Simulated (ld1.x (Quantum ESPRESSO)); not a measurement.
## Pseudopotential generation: Ne (part 2 of 2)

Continued. System: neon (Ne, Z = 10), core [He], reference valence 2s2 2p6, valence charge 8. Method: RRKJ potential, LDA (PZ), scalar-relativistic, made with ld1.x (Quantum ESPRESSO) 7.5.

**Output of the test run (extracts), continued**
```
     ---------------------- Testing the pseudopotential ----------------------

     Ne
     scalar relativistic calculation

     atomic number is 10.00   valence charge is  8.00
     dft =PZ   lsd =1 sic =0 latt =0  beta=0.20 tr2=1.0E-14
     mesh =1113 r(mesh) =  99.22747 xmin = -7.00 dx = 0.01250

     n l     nl             e AE (Ry)        e PS (Ry)    De AE-PS (Ry)
     1 0     2S   1( 1.00)       -4.12580       -4.13523        0.00943  !
     2 1     2P   1( 3.00)       -2.44761       -2.44662       -0.00099
     1 0     2S   2( 1.00)       -3.99023       -3.98837       -0.00186
     2 1     2P   2( 2.00)       -2.30832       -2.30131       -0.00701  !

     eps = 1.6E-16  iter = 12

     Etot =    -255.114105 Ry,    -127.557052 Ha,   -3471.004218 eV
     Etotps =   -67.099778 Ry,     -33.549889 Ha,    -912.938981 eV
     dEtot_ae =       1.630170 Ry
     dEtot_ps =       1.627582 Ry,   Delta E=       0.002588 Ry

     Ekin =      45.775570 Ry,      22.887785 Ha,     622.808353 eV
     Encl =    -134.556540 Ry,     -67.278270 Ha,   -1830.734995 eV
     Ehrt =      50.284637 Ry,      25.142319 Ha,     684.157344 eV
     Ecxc =     -10.346856 Ry,      -5.173428 Ha,    -140.776141 eV
     Epseu=     -18.256589 Ry,      -9.128294 Ha,    -248.393542 eV

     ---------------------- End of pseudopotential test ----------------------

     ---------------------- Testing the pseudopotential ----------------------

     Ne
     scalar relativistic calculation

     atomic number is 10.00   valence charge is  8.00
     dft =PZ   lsd =1 sic =0 latt =0  beta=0.20 tr2=1.0E-14
     mesh =1113 r(mesh) =  99.22747 xmin = -7.00 dx = 0.01250

     n l     nl             e AE (Ry)        e PS (Ry)    De AE-PS (Ry)
     1 0     2S   1( 1.00)       -5.83991       -5.85633        0.01643  !
     2 1     2P   1( 3.00)       -4.17547       -4.16038       -0.01509  !
     1 0     2S   2( 1.00)       -5.52564       -5.51354       -0.01210  !
     2 1     2P   2( 1.00)       -3.84192       -3.81219       -0.02973  !

     eps = 1.4E-16  iter = 12

     Etot =    -252.054866 Ry,    -126.027433 Ha,   -3429.381155 eV
     Etotps =   -64.056827 Ry,     -32.028414 Ha,    -871.537531 eV
     dEtot_ae =       4.689409 Ry
     dEtot_ps =       4.670533 Ry,   Delta E=       0.018876 Ry

     Ekin =      41.768134 Ry,      20.884067 Ha,     568.284407 eV
     Encl =    -119.470534 Ry,     -59.735267 Ha,   -1625.479418 eV
     Ehrt =      39.263176 Ry,      19.631588 Ha,     534.202727 eV
     Ecxc =      -9.102635 Ry,      -4.551317 Ha,    -123.847652 eV
     Epseu=     -16.514969 Ry,      -8.257484 Ha,    -224.697595 eV

     ---------------------- End of pseudopotential test ----------------------
```

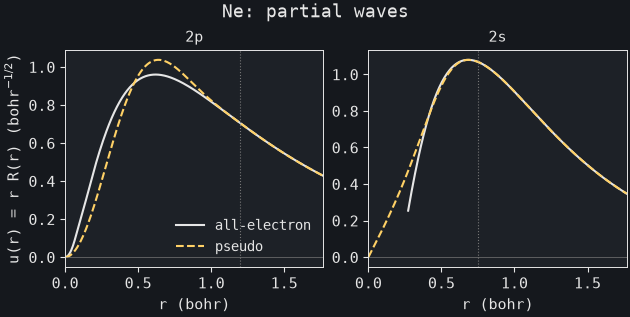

Figure 2. All-electron valence functions (solid) with their pseudo partners (dashed). Dotted lines mark the matching radii. The innermost oscillations of some all-electron curves aren't drawn. Pseudo-waves: 2p has no node; 2s has no node.

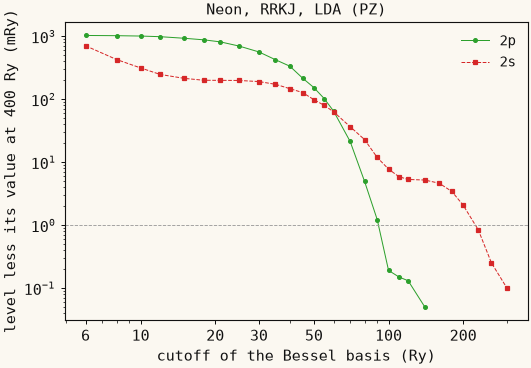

Figure 3. The pseudo-atom Hamiltonian at the reference potential is diagonalised in spherical Bessel functions (20 bohr box) up to the cutoff. Curves: distance of each valence level from its value at 400 Ry.

- Cutoffs for 10 and 1 mRy in the occupation-weighted sum of levels: 160 Ry and 260 Ry, on the ladder of cutoffs that was run.
- Cutoffs from which each level stays within 1 mRy: 2p: 100 Ry; 2s: 230 Ry.
- Hardest occupied shell: 2s: its level needs 230 Ry to come within 1 mRy, against 100 Ry for 2p.

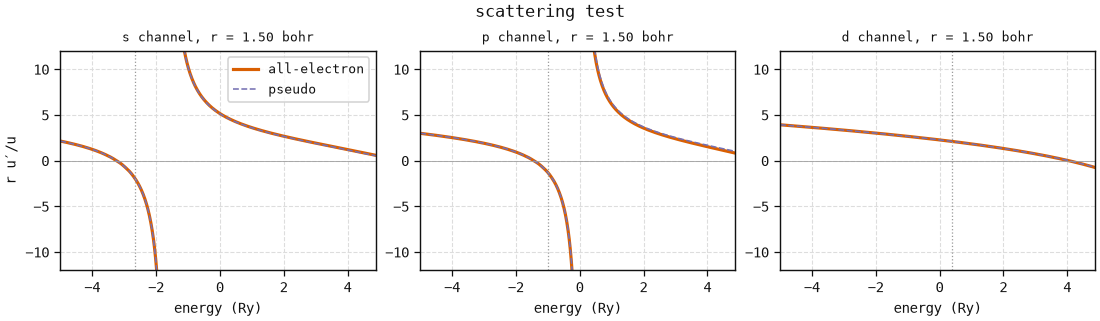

Figure 4. Logarithmic derivatives r u′/u at the test radius against energy, all-electron atom (solid) and pseudo-atom (dashed). Here u = r R(r). The dotted line marks the reference energy of the channel.

- Ghost states: the plot shows none: pseudo and all-electron curves have the same branches in all channels drawn. The separate test gives: no ghost state below the valence levels in the p, d, s, f channels.
- Zeros of the logarithmic derivative: s: all-electron -3.2 Ry, pseudo -3.2 Ry; p: all-electron -1.4 Ry, pseudo -1.4 Ry; d: all-electron 4.0 Ry, pseudo 4.0 Ry.
- Poles, where the radial function vanishes at the test radius: s: all-electron at -1.6 Ry, pseudo at -1.6 Ry; p: all-electron at 0.0 Ry, pseudo at 0.1 Ry; d: all-electron at no energy in the range, pseudo at no energy in the range.

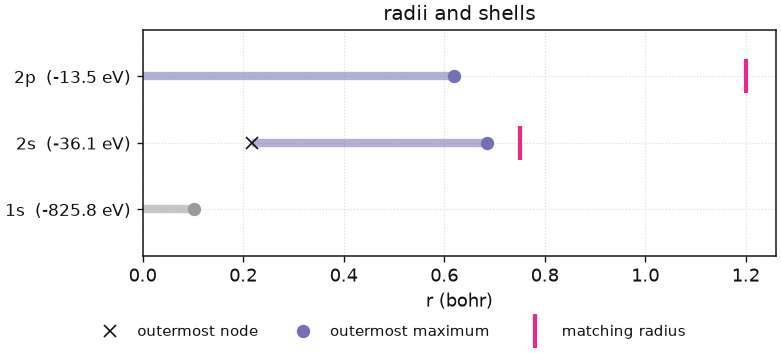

Figure 5. Outer shells of the all-electron reference atom: each bar runs from the outermost node (or the nucleus) to the outermost maximum of u(r); the tick is the radius chosen for the pseudo-wave. Shells without a tick have no pseudo-wave of their own. Levels, nodes and maxima are from ld1.x, scalar-relativistic.

- Radii against the shells: 2s: 0.75 bohr, outside the maximum; 2p: 1.20 bohr, outside the maximum.

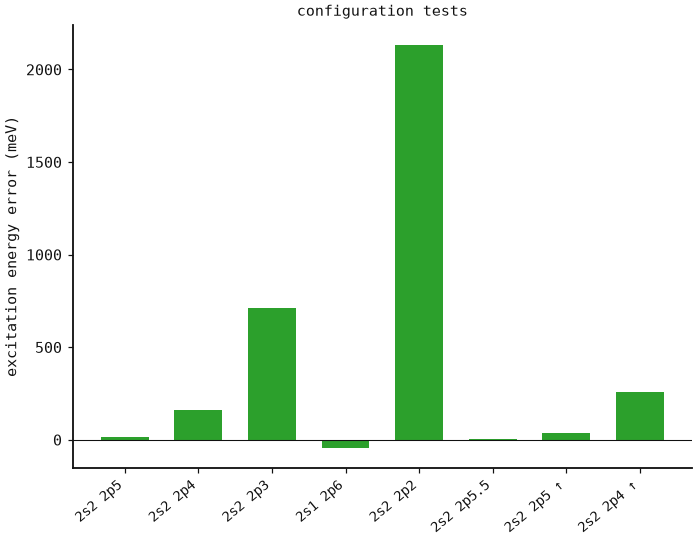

Figure 6. Errors, all-electron minus pseudo, of the energies of valence configurations relative to the unpolarised reference 2s2 2p6. An arrow marks spin-polarised runs filled by Hund’s rule.

- Worst configuration: 2s2 2p2 (charge +4): the error is +2132 meV on an all-electron energy of +228.27 eV relative to the reference, or 0.93 %.
- Errors in meV: 2s2 2p5: +15; 2s2 2p4: +162; 2s2 2p3: +713; 2s1 2p6: -44; 2s2 2p2: +2132; 2s2 2p5.5: +1.3; 2s2 2p5 ↑: +35; 2s2 2p4 ↑: +257.

**Results in brief**

- outcome: generated
- cutoffs needed: 160 Ry and 260 Ry (the cutoffs, on a coarse ladder, from which the occupation-weighted sum of valence levels, in a spherical-Bessel basis at the reference potential, stays within 10 and 1 mRy of its value at 400 Ry); ghost states and empty shells don't enter this sum
- ghost test: no ghost state below the valence levels in the p, d, s, f channels (spherical-Bessel basis up to 400 Ry, 20 bohr box)
- largest excitation error: +2132 meV (all-electron minus pseudo) for 2s2 2p2, out of 6 test configurations
- range over which the phases arctan(r u′/u) at the test radius agree within 0.05 rad (a looser test near the poles than one of phase shifts): s: over the whole range computed; p: up to about 4.1 Ry; d: over the whole range computed
- wall time: 0.95 s

**Notes**

An excitation error of 2132 meV in its own tests makes this a poorly transferable potential.
